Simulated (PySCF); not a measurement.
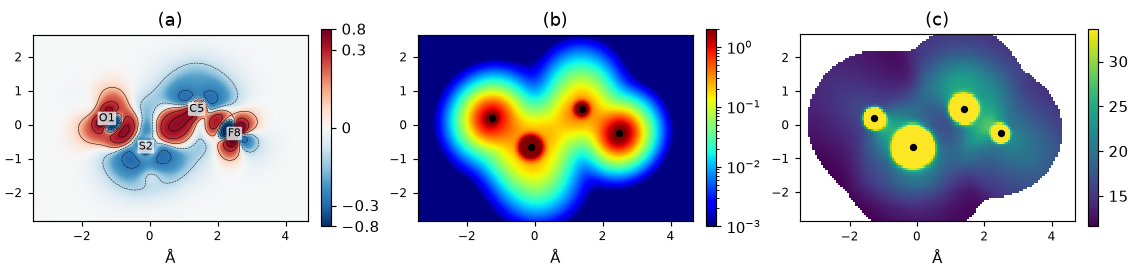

*CHF3O3S, SMILES `O=S(=O)(O)C(F)(F)F`. Three fields in the plane of O1, S2, C5 and F8. (a): red positive, blue negative.*

Level of theory: PBE0/6-311+G** (PySCF), at a geometry from GFN2-xTB. No frequency check shows the geometry to be a minimum. GFN2-xTB bond lengths at metals and heavier atoms can be off by up to 0.1 Å and shapes distorted, which carries into these values.

The panels show, in some order, the average local ionisation energy, deformation density and electron density. Which is which?

Answer. (a) is the deformation density: it has both signs, with gains where valence electrons gather and losses around them. (b) is the electron density: it is positive everywhere and peaks at the nuclei. (c) is the average local ionisation energy: it is high near the heavier nuclei and lowest where loosely bound electrons reach out.
